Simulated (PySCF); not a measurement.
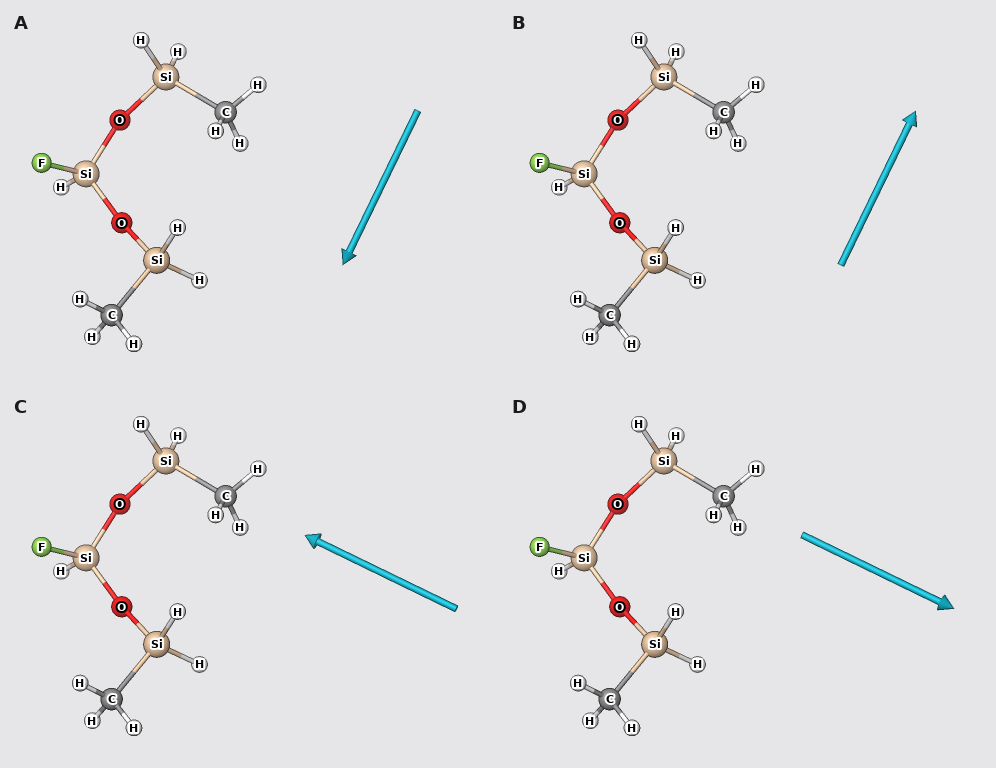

The same molecule four times, each with an arrow. The geometry was computed by an optimisation with GFN2-xTB. No frequency run is at hand to confirm it as a minimum. Method: PBE0/pcSseg-1, gas phase (PySCF 2.14.0).

> Which arrow points along the dipole moment, from the negative to the positive end?

D. The dipole moment is 2.04 D.

The geometry is semi-empirical. Around Si such bond lengths and angles can be off by a tenth of an ångström or more and by several degrees, and values that hang on the shape move with them.
